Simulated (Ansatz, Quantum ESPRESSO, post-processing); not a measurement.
# Cu: work function by face, part 2 of 2

Aim: the work function of the low-index faces of Cu, their order, and how far the functional matters.

Quantum ESPRESSO 7.5; plane-wave DFT, PBE, GBRV ultrasoft pseudopotentials; geometry and cross-check by Ansatz 0.2.0 with PAW datasets.

So far. Step 11 (Potential by pp.x of (100)): On (100) the work function under LDA lies +0.37 eV from PBE's. Step 12 (Geometry from Ansatz of (110)): The relaxation lowers the energy by 6 meV an atom. Held were the atoms numbered 3, 4 and 5; the forces quoted are those on the free ones.

## (14) Potential by pp.x of (110)

110.pbe.pot.in reads:

```
&inputpp
  prefix = '110.pbe'
  outdir = './out'
  filplot = '110.pbe.pot.dat'
  plot_num = 11
/
```

The run is started by

```sh
$ OMP_NUM_THREADS=1 mpirun -n 4 pp.x -in 110.pbe.pot.in > 110.pbe.pot.out
```

Elapsed: 0.87 s, on 4 MPI ranks of Arm Neoverse V1, shared host; peak memory 0.1 GiB.

Numbers from this step:

```
work function of the upper face                                       : 4.383 eV
slope of the potential above                                          : 9.19e-5 eV/Å
upper vacuum line continued to the top atoms, over the Fermi level    : 4.382 eV
work function of the lower face                                       : 4.383 eV
slope of the potential below                                          : -6.65e-5 eV/Å
lower vacuum line continued to the bottom atoms, over the Fermi level : 4.382 eV
```

The potential energy, planar mean oscillates, so the rows of the table below give means over windows of 1.31 Å about each position, cut where the curve ends. Its maxima inside the range that stand out by 2 % of the span (Å: eV): 8.7: -7.37, 9.9: -4.90, 11.2: -5.63, 12.5: -5.63, 13.8: -4.90, 15.0: -7.37. Its minima: 8.1: -14.0, 9.2: -14.4, 10.5: -14.2, 11.8: -14.3, 13.1: -14.2, 14.5: -14.4, 15.6: -14.0.

Electrostatic potential energy of an electron; zero at the Fermi level. The potential energy, planar mean by z; means over each step:

```
z (Å)  potential energy, planar mean (eV)
 0.66                                4.38
 1.97                                4.38
 3.28                                4.38
 4.58                                4.38
 5.90                                4.22
 7.21                              -0.472
 8.52                               -11.1
 9.82                               -9.57
11.13                               -10.1
12.45                               -10.2
13.76                               -9.56
15.06                               -11.2
16.38                               -1.42
17.69                                4.19
19.00                                4.38
20.31                                4.38
21.62                                4.38
22.93                                4.38
```

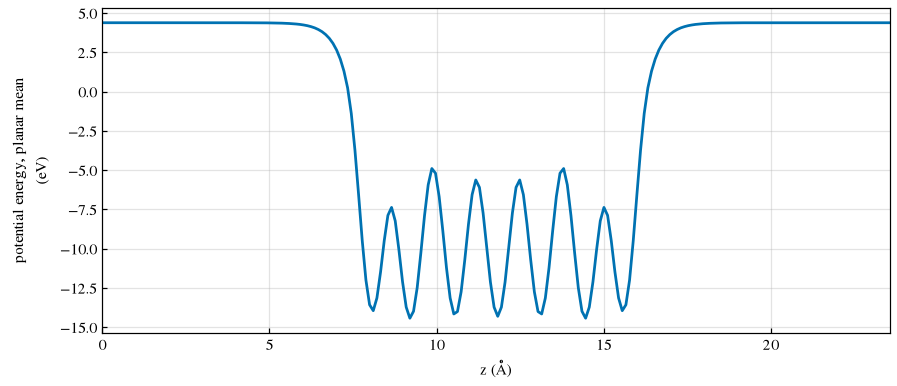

Potential energy, planar mean against z.

## (15) Self-consistent run of (110), LDA

Level of this step: plane-wave DFT, LDA, GBRV ultrasoft pseudopotentials (Quantum ESPRESSO 7.5).

110.lda.in reads:

```
&control
  prefix = '110.lda'
  outdir = './out'
  pseudo_dir = './pseudo'
  calculation = 'scf'
  tprnfor = .true.
/
&system
  ibrav = 0
  nat = 7
  ntyp = 1
  ecutwfc = 40
  ecutrho = 200
  occupations = 'smearing'
  smearing = 'mv'
  degauss = 0.02
/
&electrons
  conv_thr = 1e-07
  mixing_beta = 0.4
  electron_maxstep = 120
  mixing_mode = 'local-TF'
/
ATOMIC_SPECIES
  Cu  63.5460  cu_lda_v1.2.uspp.F.UPF
CELL_PARAMETERS angstrom
  3.61000000000000 0.00000000000000 0.00000000000000
  0.00000000000000 2.55265548010000 0.00000000000000
  0.00000000000000 0.00000000000000 23.65796644030000
ATOMIC_POSITIONS crystal
  Cu  0.000000000000 0.000000000000 0.340570873926
  Cu  0.500000000000 0.500000000000 0.389881166551
  Cu  0.000000000000 0.000000000000 0.446050826300
  Cu  0.500000000000 0.500000000000 0.500000000000
  Cu  0.000000000000 0.000000000000 0.553949173700
  Cu  0.500000000000 0.500000000000 0.610118840866
  Cu  0.000000000000 0.000000000000 0.659429130546
K_POINTS automatic
  8 12 1 0 0 0
```

The run is started by

```sh
$ OMP_NUM_THREADS=1 mpirun -n 4 pw.x -nk 4 -in 110.lda.in > 110.lda.out
```

Elapsed: 3.8 min, on 4 MPI ranks; peak memory 0.86 GiB; 15 min of CPU time.

This step gave:

```
free energy  : -38431.2036 eV
Fermi energy : 3.003 eV
```

## (16) Potential by pp.x of (110)

110.lda.pot.in reads:

```
&inputpp
  prefix = '110.lda'
  outdir = './out'
  filplot = '110.lda.pot.dat'
  plot_num = 11
/
```

The run is started by

```sh
$ OMP_NUM_THREADS=1 mpirun -n 4 pp.x -in 110.lda.pot.in > 110.lda.pot.out
```

Run time: 0.85 s. Hardware: 4 MPI ranks; peak memory 0.11 GiB; 3.1 s of CPU time.

Numbers from this step:

| Quantity | Value |
| --- | --- |
| work function of the upper face | 4.747 eV |
| slope of the potential above | 7.07e-5 eV/Å |
| upper vacuum line continued to the top atoms, over the Fermi level | 4.747 eV |
| work function of the lower face | 4.748 eV |
| slope of the potential below | -4.93e-5 eV/Å |
| lower vacuum line continued to the bottom atoms, over the Fermi level | 4.747 eV |

On (110) the work function under LDA lies +0.36 eV from PBE's.

## (17) The series side by side

All levels:

```
     level  work function (eV)  Ansatz, PBE (eV)  CPU time (s)
(111), PBE               4.775             4.793         234.2
(111), LDA               5.146                 -         281.4
(100), PBE               4.504             4.506         204.4
(100), LDA                4.87                 -         242.8
(110), PBE               4.383              4.37         783.6
(110), LDA               4.747                 -         918.5
```

## (18) The arithmetic

For (111) under PBE, on the run's own zero: φ = 8.998 − (4.222) = 4.776 eV.

## (19) Outcome

| Quantity | Value |
| --- | --- |
| work function of (111), PBE | 4.78 eV |
| work function of (111), LDA | 5.15 eV |
| work function of (100), PBE | 4.50 eV |
| work function of (100), LDA | 4.87 eV |
| work function of (110), PBE | 4.38 eV |
| work function of (110), LDA | 4.75 eV |

**Reading.** Under PBE the work functions are 4.78 eV on (111), 4.50 eV on (100) and 4.38 eV on (110). In order of packing, from 5.64 to 9.22 Å² an atom, the faces are (111), (100) and (110). The work function falls in the same order, as Smoluchowski's picture of charge smoothing over rough faces expects. LDA lies +0.36 to +0.37 eV from PBE on the same atoms, nearly a rigid shift. The top two spacings change by -0.0 and +0.0 % on (111), -2.0 and +1.6 % on (100) and -8.6 and +4.1 % on (110). Ansatz, with Fermi-Dirac smearing and its own datasets, agrees within 0.02 eV under PBE. The slabs are thin and unreconstructed, at the tabulated lattice constant; thickness and mesh leave some 0.05 to 0.1 eV open. PBE lies under the measured values on every face, as gradient-corrected functionals often do.

Calculation against experiment:

| quantity | measured | PBE | LDA |
| --- | --- | --- | --- |
| work function of (111) (eV) | 4.9 | 4.78 (-0.12 eV) | 5.15 (+0.25 eV) |
| work function of (100) (eV) | 4.73 | 4.50 (-0.23 eV) | 4.87 (+0.14 eV) |
| work function of (110) (eV) | 4.56 | 4.38 (-0.18 eV) | 4.75 (+0.19 eV) |

Measured values from arxiv:1902.07811 (2019).

How well it matches: The grades are ours: good and fair within 3 and 7 % for the work function of (111), 3 and 7 % for the work function of (100) and 3 and 7 % for the work function of (110). Other measurements of the same face can differ from the value quoted by 0.1 to 0.2 eV.

[Logs are printed without paths, hosts, clocks, repeated set-up lines and the standing remarks that a program may print on its own settings, such as how far it seeks lower states.]

[Hosts, paths, dates, database ids (printed as entryN), source tags and the programs' standing remarks are cut or masked in the printed files.]

[Maps of the electrostatic potential energy from Ansatz leave out the sawtooth potential of an applied field or a dipole correction, so their vacuum need not be flat; planar profiles and work functions include it.]
